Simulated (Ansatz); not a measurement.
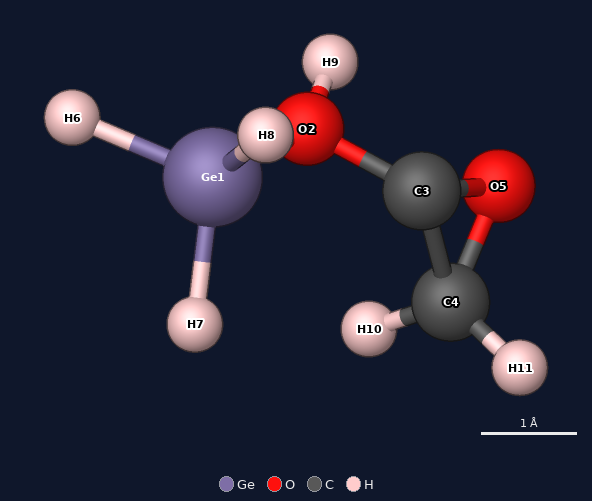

The input geometry (ball-and-stick view, seen at a tilt; atoms are numbered from 1 in the order of the input). Sticks mark near contacts. Bond lengths as drawn: C–C 1.51 Å, C–H 1.09 to 1.11 Å, C–O 1.35 to 1.44 Å, Ge–H 1.49 to 1.62 Å, Ge–O 1.75 Å and H–O 0.99 Å.

# Geometry relaxation of C2H6GeO2 (part 1 of 2)

- system: C2H6GeO2
- method: RKS B3LYP-D4/def2-SVP (Ansatz 0.2.0)

It belongs to a series of runs on one base structure; here: end point B relaxed. Figures and captions count atoms from 1; the log counts them from 0 in places.

**Input**
```yaml
crystal:
  periodic: [false, false, false]
  atoms:
    - { symbol: Ge, position_ang: [-1.5412, 0.3664, 0.6908] }
    - { symbol: O, position_ang: [0.1691, 0.7002, 0.8546] }
    - { symbol: C, position_ang: [0.773, -0.3856, 0.2342] }
    - { symbol: C, position_ang: [1.3926, -0.1233, -1.1198] }
    - { symbol: O, position_ang: [2.1631, -0.0961, -0.0072] }
    - { symbol: H, position_ang: [-2.371, 1.611, 1.3026] }
    - { symbol: H, position_ang: [-1.9252, 0.2995, -0.8204] }
    - { symbol: H, position_ang: [-1.9401, -0.883, 1.4024] }
    - { symbol: H, position_ang: [0.90481, 1.09713, 1.38496] }
    - { symbol: H, position_ang: [1.1478, 0.8803, -1.5133] }
    - { symbol: H, position_ang: [1.5033, -1.0335, -1.7142] }
basis:
  gaussian: { orbitals: def2-SVP }
hamiltonian:
  xc: b3lyp
  dispersion: d4
relax:
  f_tol: 0.02
  max_steps: 50
output:
  orbitals: {}
```

Launched with:
```bash
ansatz run input.yaml --threads 2 --pin off --max-ram 3072MiB --backend cpu --events-out ev --progress --plain --runs-dir out
```

**The program's output**
```
The last accepted step is kept in [file] (removed where the run ends without a failure and the disk answers)
Engine: ansatz 0.2.0, x86_64-unknown-linux-gnu
Functional definition: B3LYP
  parameter a0 = 0.2
  parameter ax = 0.72
  parameter ac = 0.81
  exchange = (1 - a0 - ax)*slater_x + ax*b88_x + a0*exact_x
  correlation = (1 - ac)*vwn_rpa_c + ac*lyp_c
1292 factors; integrals over basis functions are off by at most 3.3e-4 eV
mean field evaluation 1: about -62761.7972 eV, gradient 5.2e1 eV
mean field evaluation 2: about -62747.7851 eV, gradient 9.2e1 eV
mean field evaluation 4: about -62767.5045 eV, gradient 6.3e0 eV
mean field evaluation 8: about -62767.6071 eV, gradient 1.6e-1 eV
mean field evaluation 16: about -62767.6071 eV, gradient 2.4e-5 eV
mean field -62767.60712710 eV, -2306.6670165086 hartree, gradient 2.4e-5 eV, S^2 0.000000; 0 other end points of the search recorded, 0 dependent functions left out
the calculation of the forces begins
reference -62767.60737545 eV, -2306.6670256354 hartree; 33, 33 occupied and 85, 85 virtual orbitals, 1292 factors
relax step   1: F+E_penalty+E_count = -62767.95750676 eV  Δ(F+E_penalty+E_count) = +0.000e0 eV  max|allowed force component| = 4.953e0 eV/Å  Δτ_max = 0.0000 Å  (28 SCF iters, accepted)
these checks for a lower state are left out or cut short: starts, cluster_reference, orbital_swaps, neighbouring_geometries, increment
1292 factors; integrals over basis functions are off by at most 3.6e-4 eV
mean field -62768.54074654 eV, -2306.7013263903 hartree, gradient 2.7e-5 eV, S^2 0.000000; 0 other end points of the search recorded, 0 dependent functions left out
[... from here on the field's lines of each further geometry are left out, up to the last ...]
relax step   2: F+E_penalty+E_count = -62768.88788529 eV  Δ(F+E_penalty+E_count) = -9.304e-1 eV  max|allowed force component| = 2.206e0 eV/Å  Δτ_max = 0.1935 Å  (29 SCF iters, accepted)
relax step   3: F+E_penalty+E_count = -62769.25492054 eV  Δ(F+E_penalty+E_count) = -3.670e-1 eV  max|allowed force component| = 1.343e0 eV/Å  Δτ_max = 0.1948 Å  (36 SCF iters, accepted)
relax step   4: F+E_penalty+E_count = -62769.37982766 eV  Δ(F+E_penalty+E_count) = -1.249e-1 eV  max|allowed force component| = 1.221e0 eV/Å  Δτ_max = 0.1500 Å  (31 SCF iters, accepted)
relax step   5: F+E_penalty+E_count = -62769.58857168 eV  Δ(F+E_penalty+E_count) = -2.087e-1 eV  max|allowed force component| = 1.169e0 eV/Å  Δτ_max = 0.1955 Å  (36 SCF iters, accepted)
relax step   6: F+E_penalty+E_count = -62769.80332423 eV  Δ(F+E_penalty+E_count) = -2.148e-1 eV  max|allowed force component| = 1.248e0 eV/Å  Δτ_max = 0.1942 Å  (36 SCF iters, accepted)
relax step   7: F+E_penalty+E_count = -62770.06871131 eV  Δ(F+E_penalty+E_count) = -2.654e-1 eV  max|allowed force component| = 9.950e-1 eV/Å  Δτ_max = 0.1997 Å  (36 SCF iters, accepted)
relax step   8: F+E_penalty+E_count = -62770.12267338 eV  Δ(F+E_penalty+E_count) = -5.396e-2 eV  max|allowed force component| = 9.541e-1 eV/Å  Δτ_max = 0.1952 Å  (32 SCF iters, accepted)
relax step   9: F+E_penalty+E_count = -62770.13487496 eV  Δ(F+E_penalty+E_count) = -1.220e-2 eV  max|allowed force component| = 6.250e-1 eV/Å  Δτ_max = 0.1998 Å  (32 SCF iters, accepted)
relax step  10: F+E_penalty+E_count = -62770.18493787 eV  Δ(F+E_penalty+E_count) = -5.006e-2 eV  max|allowed force component| = 2.830e-1 eV/Å  Δτ_max = 0.1990 Å  (30 SCF iters, accepted)
relax step  11: F+E_penalty+E_count = -62770.19658766 eV  Δ(F+E_penalty+E_count) = -1.165e-2 eV  max|allowed force component| = 2.406e-1 eV/Å  Δτ_max = 0.1471 Å  (31 SCF iters, accepted)
relax step  12: F+E_penalty+E_count = -62770.00974969 eV  Δ(F+E_penalty+E_count) = +1.868e-1 eV  max|allowed force component| = 2.294e0 eV/Å  Δτ_max = 0.2000 Å  (32 SCF iters, rejected (line search))
relax step  13: F+E_penalty+E_count = -62770.20316180 eV  Δ(F+E_penalty+E_count) = -6.574e-3 eV  max|allowed force component| = 8.550e-2 eV/Å  Δτ_max = 0.0998 Å  (30 SCF iters, accepted)
relax step  14: F+E_penalty+E_count = -62770.20380198 eV  Δ(F+E_penalty+E_count) = -6.402e-4 eV  max|allowed force component| = 4.654e-2 eV/Å  Δτ_max = 0.0300 Å  (31 SCF iters, accepted)
relax step  15: F+E_penalty+E_count = -62770.20416027 eV  Δ(F+E_penalty+E_count) = -3.583e-4 eV  max|allowed force component| = 1.537e-1 eV/Å  Δτ_max = 0.0648 Å  (30 SCF iters, accepted)
relax step  16: F+E_penalty+E_count = -62770.20484413 eV  Δ(F+E_penalty+E_count) = -6.839e-4 eV  max|allowed force component| = 5.775e-2 eV/Å  Δτ_max = 0.0139 Å  (26 SCF iters, accepted)
relax step  17: F+E_penalty+E_count = -62770.20505418 eV  Δ(F+E_penalty+E_count) = -2.101e-4 eV  max|allowed force component| = 2.591e-2 eV/Å  Δτ_max = 0.0138 Å  (31 SCF iters, accepted)
relax step  18: F+E_penalty+E_count = -62770.20523812 eV  Δ(F+E_penalty+E_count) = -1.839e-4 eV  max|allowed force component| = 1.161e-2 eV/Å  Δτ_max = 0.0264 Å  (31 SCF iters, accepted)
relax step  19: F+E_penalty+E_count = -62770.20530313 eV  Δ(F+E_penalty+E_count) = -6.502e-5 eV  max|allowed force component| = 2.722e-2 eV/Å  Δτ_max = 0.0272 Å  (30 SCF iters, accepted)
the calculation of the forces begins
reference -62769.89484805 eV, -2306.7510887030 hartree; 33, 33 occupied and 85, 85 virtual orbitals, 1292 factors
relax step  20: F+E_penalty+E_count = -62770.20533011 eV  Δ(F+E_penalty+E_count) = -2.698e-5 eV  max|allowed force component| = 1.361e-2 eV/Å  Δτ_max = 0.0055 Å  (25 SCF iters, accepted)
1292 factors; integrals over basis functions are off by at most 4.3e-4 eV
mean field evaluation 160: about -62769.8640 eV, gradient 8.4e-1 eV
```

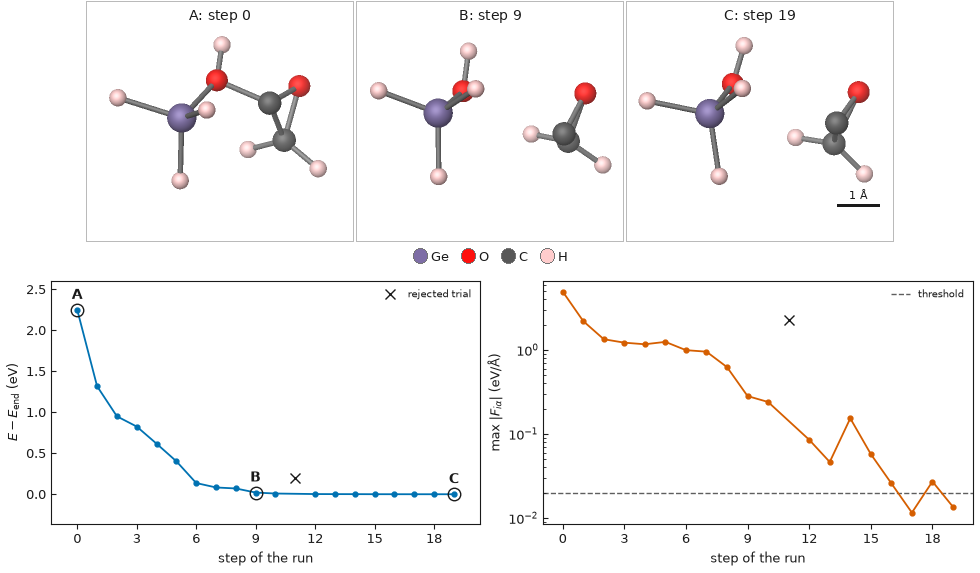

Frames of the relaxation (ball-and-stick view, seen at a tilt) above the curves, on which the letters mark them (the first geometry is step 0 here and step 1 in the log).

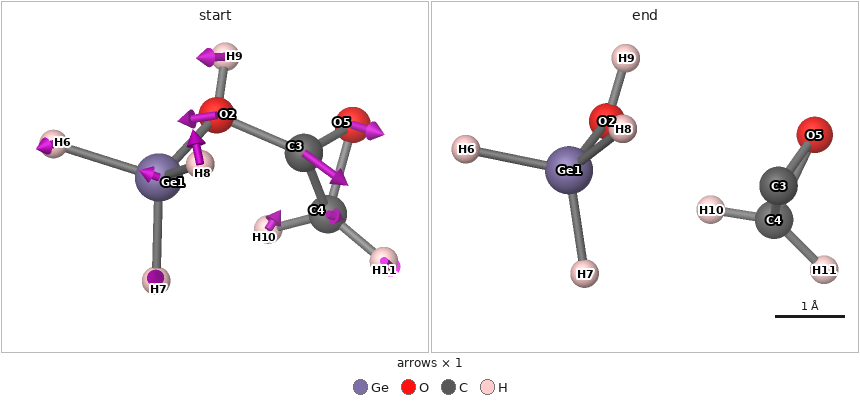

Before (left) and after (right) the relaxation, at one scale (ball-and-stick view, seen at a tilt). The pink arrows give the displacements, at true length. C3 moves most after the best rigid fit: 0.81 Å. By element the largest moves are C 0.81 Å, H 0.77 Å, O 0.64 Å, Ge 0.32 Å. Among the contacts that change: O2–C3 1.389 → 2.699 Å, C3–O5 1.440 → 1.287 Å, C4–O5 1.354 → 1.466 Å, Ge1–H6 1.616 → 1.547 Å. Bonds break: O2–C3 (1.39 → 2.70 Å). Among the angles that change: Ge1–O2–H9 148.5° → 112.1°, C3–C4–O5 60.0° → 51.4°, C4–C3–O5 54.5° → 63.0°. The energy falls by 2.248 eV in 19 geometry steps. Largest force component: 5 eV/Å at the start, 0.014 eV/Å at the end. The line search rejected the trial step at point 11 (counted from 0) and went back. (Atoms are counted from 1 in the order of the input.)

```
mean field -62769.89458191 eV, -2306.7510789225 hartree, gradient 2.1e-5 eV, S^2 0.000000; 1 other end points of the search recorded, 0 dependent functions left out
the calculation of the forces begins
reference -62769.89484805 eV, -2306.7510887030 hartree; 33, 33 occupied and 85, 85 virtual orbitals, 1292 factors
Total energy: -62770.20559625 eV, -2306.7625084887 hartree
Atom 0 at    -1.734946     0.582400     0.842504 Å, force    -0.000915     0.000303    -0.002357 eV/Å
Atom 1 at    -0.068693     1.273823     0.724827 Å, force     0.003216    -0.001334     0.013611 eV/Å
Atom 2 at     0.936015    -1.044753    -0.222770 Å, force     0.005347     0.000493     0.001487 eV/Å
Atom 3 at     1.618039    -0.236555    -1.286039 Å, force    -0.001507     0.001768     0.000669 eV/Å
Atom 4 at     2.166932    -0.728958    -0.018524 Å, force    -0.006050    -0.002403    -0.000416 eV/Å
Atom 5 at    -2.680781     1.699520     1.342632 Å, force     0.000625    -0.000306    -0.000937 eV/Å
Atom 6 at    -2.094579     0.175404    -0.592669 Å, force    -0.000776    -0.000346     0.000705 eV/Å
Atom 7 at    -1.754903    -0.604952     1.823476 Å, force     0.000918     0.000599     0.000312 eV/Å
Atom 8 at     0.412767     1.207630     1.560312 Å, force    -0.002938     0.001035    -0.010522 eV/Å
Atom 9 at     1.449544     0.842177    -1.307791 Å, force     0.001540    -0.002561    -0.003327 eV/Å
Atom 10 at     2.026816    -0.732707    -2.171299 Å, force     0.000540     0.002752     0.000774 eV/Å
Dipole moment:     0.002738     0.146058    -0.024683 e Å
```

**Trajectory as extended XYZ (Å, eV, eV/Å), 10 of the 20 frames kept, from step=1 to step=20**
```
11
Properties=species:S:1:pos:R:3:forces:R:3 step=1 energy=-62767.95751
Ge   -1.5412    0.3664    0.6908   -4.3643   0.2023  -0.5918
O     0.1691    0.7002    0.8546    2.8249   4.0974   1.3089
C     0.7730   -0.3856    0.2342    1.9361  -4.9527  -2.4011
C     1.3926   -0.1233   -1.1198   -2.1239   0.7305  -0.3283
O     2.1631   -0.0961   -0.0072    0.8629   0.1859   2.7670
H    -2.3710    1.6110    1.3026    0.9397  -0.5828  -0.2333
H    -1.9252    0.2995   -0.8204    0.3814   0.1002   0.3473
H    -1.9401   -0.8830    1.4024    0.0016  -0.5403   0.4860
H     0.9048    1.0971    1.3850   -0.6877   0.7727   0.2317
H     1.1478    0.8803   -1.5133    0.2939  -0.3386  -0.7865
H     1.5033   -1.0335   -1.7142   -0.0645   0.3254  -0.7998
```
